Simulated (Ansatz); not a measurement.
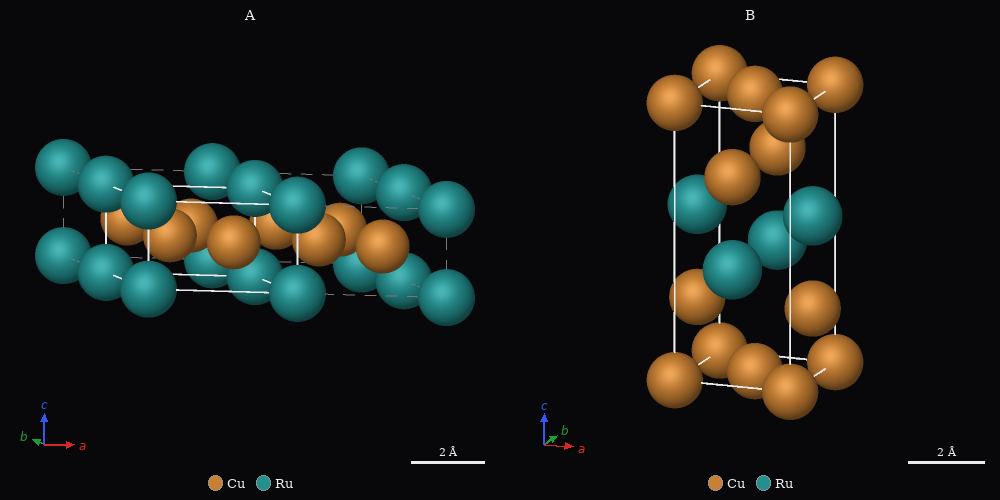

Two structures of Cu2Ru, each relaxed to rest (conventional cells in solid outline, small ones repeated, not to one scale). Method: DFT PBE, scalar-relativistic, plane waves, PAW (Ansatz 0.2.0), without spin polarisation.

### What structure does each panel show?

A: AlB₂ type, P6/mmm. B: 6 atoms a cell on a primitive tetragonal lattice, P4/nmm.

### Which is the more stable form at this level of theory?

A is lower, by 186 meV/atom at this level of theory (energies at zero smearing). Volumes: A 12.8, B 13.6 Å³/atom.

One or both may be structure types tried for this composition rather than known phases.
